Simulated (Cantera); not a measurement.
A closed system holds: 1 mol C6H6, 2 mol H2O, held at 0.600 Torr.

Equilibrium computed with Cantera from the NASA thermochemical tables; the gas is ideal and each condensed phase is pure. Candidate condensed phases: C, C6H6, C7H8, C8H18, H2O; 131 gas species. Ions and electrons are included (thermal ionisation). The numbers say what is thermodynamically allowed, not how fast it happens.

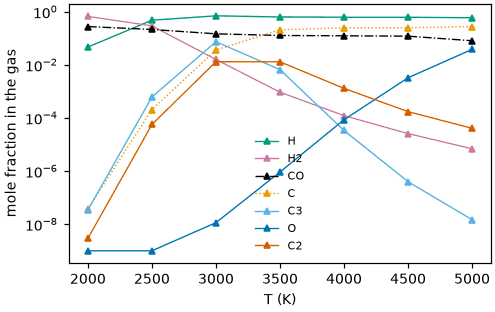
Figure: Equilibrium gas composition (values under 1e-9 drawn at 1e-9)

Task: Read off the mole fractions at 4000 K.

Result: H about 0.63, C about 0.25, CO about 0.13, C2 about 0.0013, H2 about 0.00012, O about 8.6e-5, C3 about 3.4e-5.
